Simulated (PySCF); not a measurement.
## Electronic structure of C₃H₁₀N₂Si in real space

```xyz
16

N    -1.1483    1.6090   -0.5102
N    -0.5985    0.3013   -0.5902
Si   -1.7406   -0.9652   -0.3231
C     0.8059    0.2490   -0.3822
C     1.4730   -0.9350    0.2369
C     1.3807    0.3467    1.0094
H    -0.7476    2.1806   -1.2537
H    -0.9021    2.0419    0.3811
H    -1.9650   -1.3026    1.0961
H    -1.2006   -2.1467   -0.9989
H    -2.9692   -0.4571   -0.9131
H     1.3584    0.7702   -1.1658
H     2.4330   -1.2346   -0.1563
H     0.8553   -1.7570    0.5589
H     0.6830    0.3773    1.8335
H     2.2750    0.9311    1.1662
```

Geometry: GFN2-xTB.

These are results of PBE0/def2-SVPD, SCF density, gas phase in PySCF 2.14.0, not measurements.

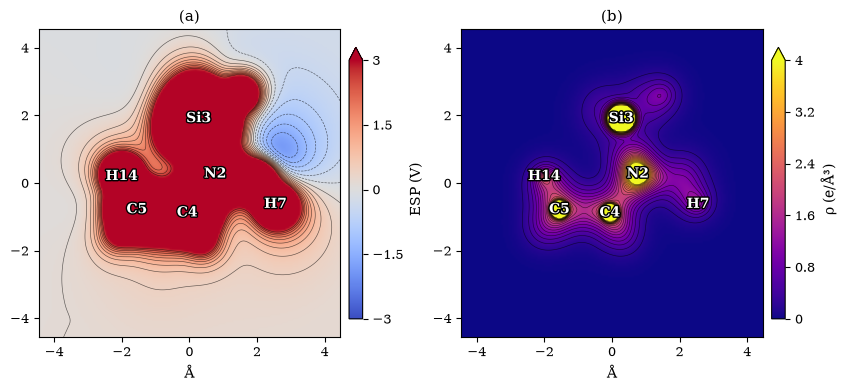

Figure 1. (a) electrostatic potential; (b) electron density on the plane of atoms N2, C4 and C5.

### What do the fields say about this system?

- Atoms in the plane: N, Si, C and H.
- C–N (1.42 Å): the density is about 2 e/Å³ at the midpoint.
- C–C (1.49 Å): the density is about 1.6 e/Å³ at the midpoint.
- Si–N (1.73 Å): the density is about 1.1 e/Å³ at the midpoint.
- C–H (1.08 Å): ρ at the midpoint is about 2 e/Å³.
- Outside the dense part of the molecule the potential is most negative (−1.8 V) near N1, which lies off the plane.

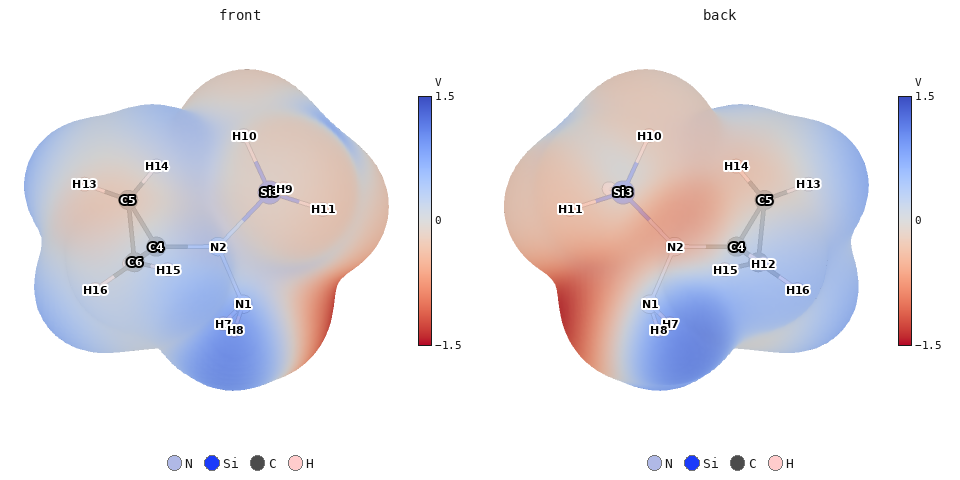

Figure 2. The molecular electrostatic potential painted on the density surface at 0.001 e/bohr³, seen from the front and from behind; red is negative and blue positive.

### Which sites attract a positive test charge, and which a negative one?

A positive charge is drawn to the negative regions and a negative charge to the positive ones. The most negative region (about −1.3 V) lies over N1, the most positive (about +1.1 V) over H7. N1 is the likeliest acceptor of a hydrogen bond.
